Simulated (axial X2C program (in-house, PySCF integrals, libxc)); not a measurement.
# All-electron X2C curves of AuF, part 2 of 2

Computed with an in-house X2C program for linear molecules on PySCF integrals; all-electron X2C, Au dyall-cv3z, F dyall-av3z.

## 14. B3LYP, 2c

Output at 1.927 Å:

```text
two-component X2C + atomic mean field  B3LYP
basis functions 232  fitting functions 1126  grid points 5077
iter        total energy     max residual
   1     -19117.533574084     1.72e-01
   2     -19117.534631607     7.26e-03
   3     -19117.534967364     4.08e-02
   4     -19117.535196823     5.15e-03
   5     -19117.535214262     5.32e-03
   6     -19117.535216653     1.27e-03
   7     -19117.535219743     1.02e-03
   8     -19117.535219908     4.32e-04
   9     -19117.535219951     4.52e-05
  10     -19117.535219953     5.60e-05
  11     -19117.535219954     4.28e-06
converged
one-electron -26574.42985868  Coulomb 7659.92316095  exact exchange -74.78970115  xc functional -305.80516590  nuclear repulsion 195.24909028  atomic mean-field constant -17.68274545
```

Re = 1.936 Å, ωe = 542 cm⁻¹, ωexe = 2.9 cm⁻¹, Be = 0.2596 cm⁻¹, De = 2.97 eV, μ = -3.99 D.

## 15. PBEsol, 2c

Output at 1.927 Å:

```text
two-component X2C + atomic mean field  PBEsol
basis functions 232  fitting functions 1126  grid points 5077
iter        total energy     max residual
   1     -19111.193473495     9.84e-01
   2     -19111.199980212     6.37e-01
   3     -19111.203186940     2.57e-01
   4     -19111.203669359     1.25e-01
   5     -19111.203811548     3.97e-02
   6     -19111.203841342     3.28e-03
   7     -19111.203842357     3.69e-03
   8     -19111.203843216     3.38e-05
   9     -19111.203843231     3.44e-04
  10     -19111.203843246     3.47e-05
  11     -19111.203843246     1.66e-05
converged
one-electron -26572.59886762  Coulomb 7657.96031995  exact exchange 0.00000000  xc functional -374.13164040  nuclear repulsion 195.24909028  atomic mean-field constant -17.68274545
```

Re = 1.905 Å, ωe = 570 cm⁻¹, ωexe = 3.21 cm⁻¹, Be = 0.2681 cm⁻¹, De = 3.71 eV, μ = -3.38 D.

## 16. MP2 and beyond, 2c

Correlated methods: 18 electrons correlated (frozen shells, counted by type: Au 5 s, 4 p, 2 d, 1 f; F 1 s), 286 virtual spinors in MP2, 140 natural virtuals in coupled cluster.

Output of the correlated part at 1.927 Å:

```text
correlated 18  virtual 286  natural virtual 140  E(MP2) -0.663074853  MP2 remainder -0.020650435
iter   CCSD correlation   residual
   1     -0.595734107   1.66e-01
   2     -0.609502156   8.84e-02
   3     -0.613673034   2.93e-02
   4     -0.614331265   1.61e-02
   5     -0.614248390   7.32e-03
   6     -0.614350769   4.14e-03
   7     -0.614384137   1.90e-03
   8     -0.614357044   8.45e-04
   9     -0.614387903   4.19e-04
  10     -0.614377213   2.33e-04
  11     -0.614379527   1.37e-04
  12     -0.614377343   6.89e-05
  13     -0.614377361   2.90e-05
  14     -0.614377201   1.52e-05
  15     -0.614377121   8.73e-06
  16     -0.614377109   3.47e-06
(T) -0.026005982  T1 0.0359  D1 0.1006  max T2 0.051
```

MP2: Re = 1.916 Å, ωe = 570 cm⁻¹, Be = 0.265 cm⁻¹, De = 3.10 eV.

CCSD: Re = 1.932 Å, ωe = 555 cm⁻¹, ωexe = 2.52 cm⁻¹, Be = 0.2605 cm⁻¹, De = 2.78 eV. T1 at Re = 0.025 (Lee–Taylor, the printed value over √2).

CCSD(T): Re = 1.933 Å, ωe = 552 cm⁻¹, ωexe = 2.67 cm⁻¹, Be = 0.2603 cm⁻¹, De = 2.91 eV. T1 at Re = 0.026 (Lee–Taylor, the printed value over √2).

## 17. A higher determinant, 2c

State: Ω = 1 (excess of +ω over −ω: 2 × ω = 1/2).

Output at the reference distance:

```text
two-component X2C + atomic mean field  PBE0
basis functions 232  fitting functions 1126  grid points 5077
iter        total energy     max residual
   1     -19111.833469064     5.88e+01
   2     -19113.444166802     5.30e+01
   3     -19115.108661983     3.55e+01
   4     -19115.995667671     1.16e+01
   5     -19116.608774606     6.76e+00
   6     -19116.679047676     6.09e+00
   7     -19116.813073591     1.45e+00
   8     -19116.818743156     1.40e+00
   9     -19116.830093327     3.80e-01
  10     -19116.832950491     5.64e-01
  11     -19116.835106186     2.67e-01
  12     -19116.835607321     2.08e-01
  13     -19116.835807417     1.09e-01
  14     -19116.835894349     5.78e-02
  15     -19116.835937631     5.50e-02
  16     -19116.835955187     1.29e-02
  17     -19116.835965092     1.50e-02
  18     -19116.835971886     1.58e-02
  19     -19116.835974210     8.28e-03
  20     -19116.835975244     4.95e-03
  21     -19116.835975676     2.40e-03
  22     -19116.835975792     1.22e-03
  23     -19116.835975841     7.16e-04
  24     -19116.835975860     4.99e-04
  25     -19116.835975867     4.42e-04
  26     -19116.835975870     1.84e-04
  27     -19116.835975872     1.81e-04
  28     -19116.835975872     9.61e-05
  29     -19116.835975872     3.07e-05
  30     -19116.835975872     1.70e-05
converged
one-electron -26570.78297404  Coulomb 7656.30614764  exact exchange -93.48867750  xc functional -286.43681681  nuclear repulsion 195.24909028  atomic mean-field constant -17.68274545
```

| R (Å) | E above the lowest PBE0 point (eV) |
| --- | --- |
| 1.677 | 3.081 |
| 1.754 | 2.297 |
| 1.811 | 1.937 |
| 1.869 | 1.718 |
| 1.927 | 1.605 |
| 1.994 | 1.568 |
| 2.062 | 1.601 |
| 2.149 | 1.709 |
| 2.255 | 1.886 |

Re = 1.991 Å, ωe = 496 cm⁻¹, ωexe = 4.44 cm⁻¹, Be = 0.2454 cm⁻¹, μ = -2.37 D. Te = 1.57 eV.

State: Ω = 2 (excess of +ω over −ω: ω = 1/2, ω = 3/2).

Output at the reference distance:

```text
two-component X2C + atomic mean field  PBE0
basis functions 232  fitting functions 1126  grid points 5077
iter        total energy     max residual
   1     -19111.701303267     6.77e+01
   2     -19113.401371496     6.04e+01
   3     -19114.412391083     4.85e+01
   4     -19115.953977400     2.97e+01
   5     -19116.601351230     1.31e+01
   6     -19116.700940252     3.87e+00
   7     -19116.778512053     1.61e+00
   8     -19116.795286615     4.98e+00
   9     -19116.811889506     2.64e+00
  10     -19116.821338051     6.25e-01
  11     -19116.826518321     5.72e-01
  12     -19116.828686636     6.51e-01
  13     -19116.829817054     2.69e-01
  14     -19116.830165422     1.53e-01
  15     -19116.830288413     3.98e-02
  16     -19116.830309700     2.65e-02
  17     -19116.830316317     2.11e-02
  18     -19116.830318001     9.81e-03
  19     -19116.830318533     4.34e-03
  20     -19116.830318650     3.19e-03
  21     -19116.830318705     6.18e-04
  22     -19116.830318717     6.32e-04
  23     -19116.830318724     2.92e-04
  24     -19116.830318726     3.02e-04
  25     -19116.830318727     1.87e-04
  26     -19116.830318728     1.42e-04
  27     -19116.830318728     1.67e-04
  28     -19116.830318728     2.34e-05
  29     -19116.830318728     2.43e-05
  30     -19116.830318728     1.82e-05
converged
one-electron -26569.47787239  Coulomb 7654.94642937  exact exchange -93.46889000  xc functional -286.39633054  nuclear repulsion 195.24909028  atomic mean-field constant -17.68274545
```

| R (Å) | E above the lowest PBE0 point (eV) |
| --- | --- |
| 1.677 | 3.035 |
| 1.754 | 2.337 |
| 1.811 | 2.026 |
| 1.869 | 1.844 |
| 1.927 | 1.759 |
| 1.994 | 1.746 |
| 2.062 | 1.799 |
| 2.149 | 1.926 |
| 2.255 | 2.124 |

Re = 1.971 Å, ωe = 506 cm⁻¹, ωexe = 3.69 cm⁻¹, Be = 0.2506 cm⁻¹, μ = -1.90 D. Te = 1.74 eV.

## 18. The 2c curves together

Energy (eV) of the followed determinant, 2c, from each level's lowest point:

| R (Å) | PBE0 | HF | MP2 | CCSD | CCSD(T) | PW91 | B3LYP | PBEsol |
| --- | --- | --- | --- | --- | --- | --- | --- | --- |
| 1.677 | 0.957 | 1.253 | 0.947 | n/a | n/a | 0.997 | 1.054 | 0.854 |
| 1.754 | 0.382 | 0.576 | 0.371 | 0.438 | 0.439 | 0.408 | 0.443 | 0.315 |
| 1.811 | 0.145 | 0.270 | 0.136 | 0.179 | 0.180 | 0.163 | 0.184 | 0.104 |
| 1.869 | 0.029 | 0.091 | 0.023 | 0.044 | 0.044 | 0.037 | 0.047 | 0.009 |
| 1.927 | 0.000 | 0.008 | 0.000 | 0.000 | 0.000 | 0.000 | 0.000 | 0.000 |
| 1.994 | 0.046 | 0.000 | 0.054 | 0.034 | 0.032 | 0.036 | 0.028 | 0.065 |
| 2.062 | 0.153 | 0.062 | 0.171 | 0.132 | 0.129 | 0.131 | 0.118 | 0.187 |
| 2.149 | 0.346 | 0.211 | 0.380 | 0.321 | 0.314 | 0.307 | 0.292 | 0.393 |
| 2.255 | 0.629 | 0.458 | 0.688 | n/a | n/a | 0.568 | 0.556 | 0.684 |
| 2.409 | 1.071 | 0.874 | 1.176 | n/a | n/a | 0.973 | 0.974 | 1.125 |
| 2.621 | 1.654 | 1.459 | 1.843 | n/a | n/a | 1.500 | 1.530 | 1.687 |
| 2.890 | 2.286 | 2.133 | 2.605 | n/a | n/a | 2.056 | 2.134 | 2.272 |

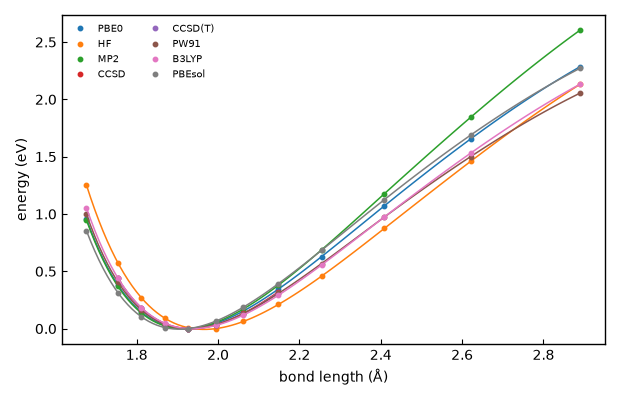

Curves of the followed state, 2c, each from its own lowest point.

Time for the job: 41 min (2 threads of Intel Xeon at 2.50GHz (Skylake/Cascade Lake), shared host); peak memory 2.7 GiB.

## 19. Results

The summary covers parts 1 to 2.

Lowest determinant that the search found at its distance, spin-free: M_S = 0, Λ = 0 (closed shell).

Lowest determinant that the search found at its distance, 2c: Ω = 0 (closed shell).

```
Hamiltonian    level  Re (Å)  ωe (cm⁻¹)  De (eV)  μ (D)
  spin-free     PBE0   1.928        550     2.88  -4.17
  spin-free       HF   1.973        521     1.12  -5.74
  spin-free      MP2   1.922        564     3.06    n/a
  spin-free     CCSD   1.939        551     2.76    n/a
  spin-free  CCSD(T)   1.940        547     2.89    n/a
  spin-free     PW91   1.936        535     3.37  -3.60
  spin-free    B3LYP   1.943        535     2.92  -4.09
  spin-free   PBEsol   1.911        561     3.64  -3.48
         2c     PBE0   1.921        557     2.93  -4.07
         2c       HF   1.966        525     1.14  -5.66
         2c      MP2   1.916        570     3.10    n/a
         2c     CCSD   1.932        555     2.78    n/a
         2c  CCSD(T)   1.933        552     2.91    n/a
         2c     PW91   1.929        543     3.43  -3.50
         2c    B3LYP   1.936        542     2.97  -3.99
         2c   PBEsol   1.905        570     3.71  -3.38
```

Dipoles are positive if F is the positive end.

Time per point (s) on 2 threads of Intel Xeon at 2.50GHz (Skylake/Cascade Lake), shared host (2c runs; CCSD comes with the CCSD(T) run); the times are rough: PBE0 4.6, HF 2.4, MP2 4.1, CCSD(T) 120, PW91 3, B3LYP 4.8, PBEsol 3.

**Reading.** At CCSD(T), going from spin-free to two-component changes Re by -7 mÅ, ωe by +1.0 %, which is small (part of it comes from the scalar share of the two-electron terms). De moves by +0.02 eV; both De rest on single-determinant atoms, which can miss part of an open shell's spin–orbit lowering.

De refers to Au + F, each in the lowest determinant found, which need not be this curve's own limit. The state is a single determinant with fixed occupations, the lowest that a limited PBE0 search found. Closed shells are restricted here (equal orbitals for both partners), which fails at long range if the bond breaks into open shells. Dissociation energies refer to the lowest single-determinant-based atoms at the same level and basis. Coupled cluster ran in a truncated set of natural virtual spinors; the MP2 energy of the rest was added. T1 at Re is 0.026 (Lee–Taylor), above the customary mark of 0.02.
